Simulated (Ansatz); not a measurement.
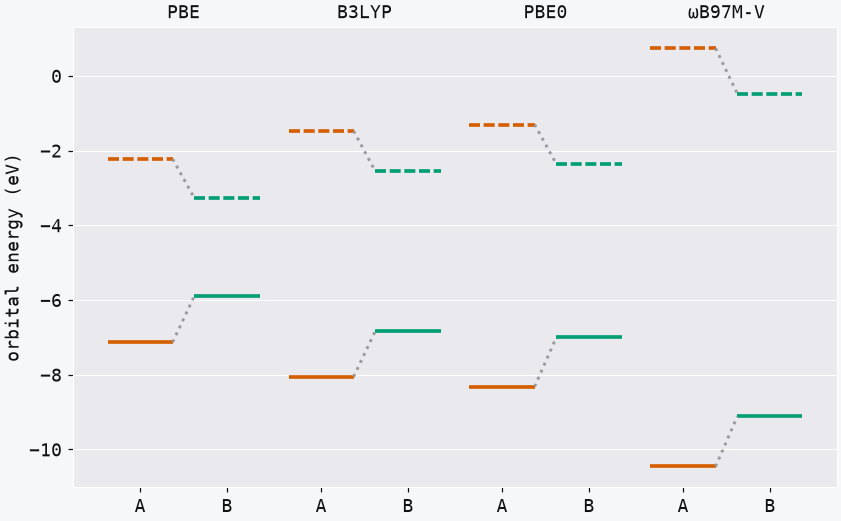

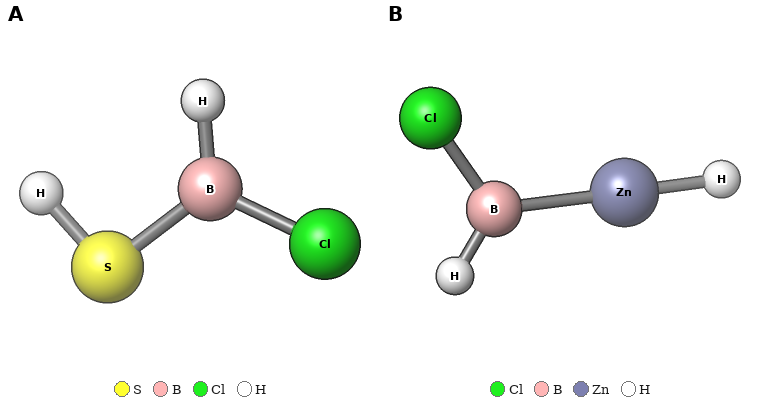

One change: A, BH₂SCl (SMILES SBCl), becomes B, ZnBH₂Cl (SMILES Cl[BH][ZnH]). SH on B is replaced by ZnH. HOMO (solid) and LUMO (dashed) computed in def2-TZVPP at PBE0-D4/def2-TZVP geometries, both minima by their frequencies, gas phase, the Ansatz code 0.2.0. Empty levels above zero depend strongly on the basis.

### What does the change do to HOMO and LUMO?

PBE: the HOMO rises by 1.24 eV, the LUMO falls by 1.05 eV, and the separation goes from 4.90 to 2.62 eV. B3LYP: the HOMO rises by 1.23 eV, the LUMO falls by 1.08 eV, and the separation goes from 6.58 to 4.27 eV. PBE0: the HOMO rises by 1.32 eV, the LUMO falls by 1.06 eV, and the separation goes from 7.02 to 4.64 eV. ωB97M-V: the HOMO rises by 1.34 eV, the LUMO falls by 1.22 eV, and the separation goes from 11.20 to 8.64 eV.

### Do the functionals agree on the effect?

They agree on the direction for both levels; the HOMO shift lies between 1.23 and 1.34 eV and the LUMO shift between −1.22 and −1.05 eV, while the separations themselves differ by up to 6.3 eV between functionals.
